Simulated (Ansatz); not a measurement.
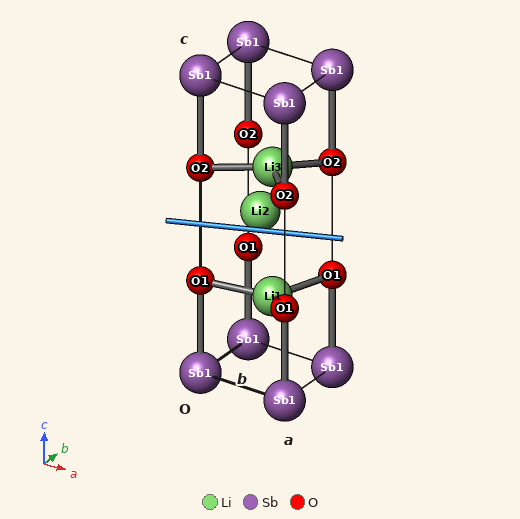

Crystal: Li3SbO2, the input geometry of an electronic-structure calculation (not necessarily at equilibrium); the starting structure was generated, so it need not be a known form of this composition. The coloured rod is the axis of a symmetry operation of the crystal. Symmetry computed with spglib at a tolerance of 0.002 Å; standard conventional cell.

a = 3.292 Å, b = 3.292 Å, c = 7.602 Å, α = 90.00°, β = 90.00°, γ = 120.00°.

| atom | x | y | z |
| --- | --- | --- | --- |
| Li1 | 0.6667 | 0.3333 | 0.2823 |
| Li2 | 0.3333 | 0.6667 | 0.5000 |
| Li3 | 0.6667 | 0.3333 | 0.7177 |
| Sb1 | 0.0000 | 0.0000 | 0.0000 |
| O1 | 0.0000 | 0.0000 | 0.3100 |
| O2 | 0.0000 | 0.0000 | 0.6900 |

Take the operation x, y, z → x, x−y, −z+1.

**What kind of operation is it, and where does it lie?**

It is a 2-fold rotation, about the line along [2 1 0] through (0.600, 0.300, 1/2).

**Onto which atom does it carry each atom (up to whole multiples of a, b and c)?**

Li1 → Li3, Li2 → Li2, Li3 → Li1, Sb1 → Sb1, O1 → O2, O2 → O1.

**What is the crystal's space group?**

No. 187, P-6m2.
